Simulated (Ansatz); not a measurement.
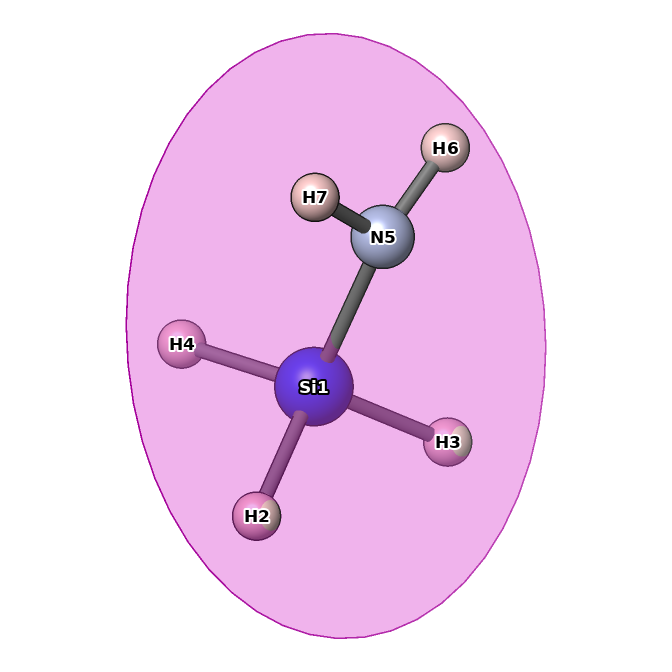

A disc through the centre of mass is drawn in. Distant atoms are faded towards the background colour. The computed structure is the end point of a PBE0-D4/def2-TZVP optimisation.

Is the plane of the disc a mirror plane of the structure?

Answer. No. The point group is Cs, with 1 mirror plane, and this plane isn't one of its mirror planes.
